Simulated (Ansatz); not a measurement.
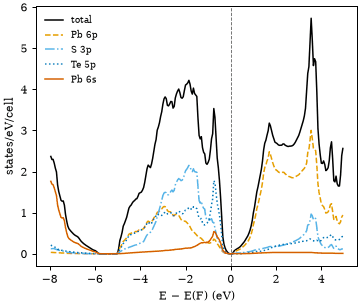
Figure. Total and projected density of states of TePb2S in space group P4/mmm (No. 123; Te on 1c, Pb on 1a, Pb on 1d, S on 1b), plane-wave PAW PBEsol (Ansatz code)

Task: Which orbitals carry the states next to the Fermi level?

Result: Within 0.5 eV of the Fermi level: Te 5p 43 %, Pb 6p 20 %, Pb 6s 16 %, S 3p 14 %. Projections are on Löwdin-orthogonalised atomic valence shells; empty p or d shells of many metals are not among them.

Task: Where is the tallest occupied peak in this window, and what makes it?

Result: Near -1.8 eV, about 4.2 states/eV per cell; the largest projected share is S 3p.

The workflow started from a Materials Project entry (that database holds measured and hypothetical structures alike); the Crystallography Open Database copy checked does not list it. With Te and S taken as one species the cell has the higher symmetry Fm-3m, so it may be an ordered model of a mixed-site phase. Whether it is the stable phase at ambient conditions was not checked. The PBEsol relaxation kept the symmetry of its start. At this level the phase is dynamically unstable (imaginary phonons). Scalar-relativistic: spin–orbit coupling is off unless named, which matters more the heavier the elements.

Potentials: the later of the program's two PAW sets.
